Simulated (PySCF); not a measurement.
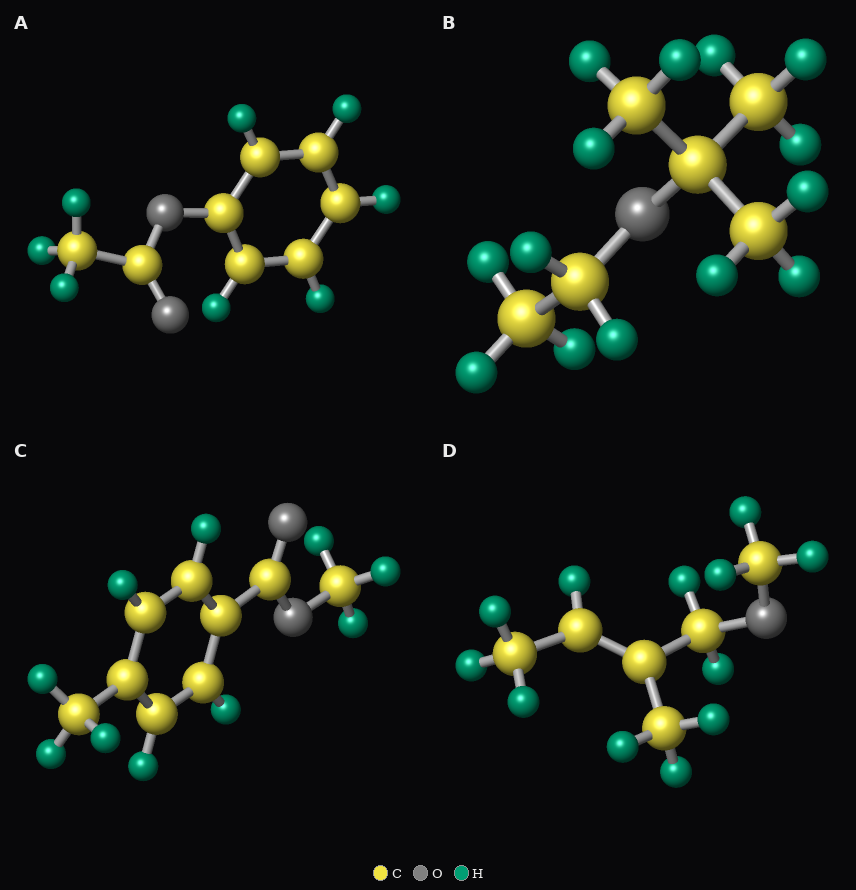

Figure made from data computed with PySCF.

Q: Match each picture to its SMILES.
(1) C/C=C(\C)COC
(2) CC(=O)Oc1ccccc1
(3) COC(=O)c1ccc(C)cc1
(4) CCOC(C)(C)C

A: A is (2), B is (4), C is (3), D is (1).
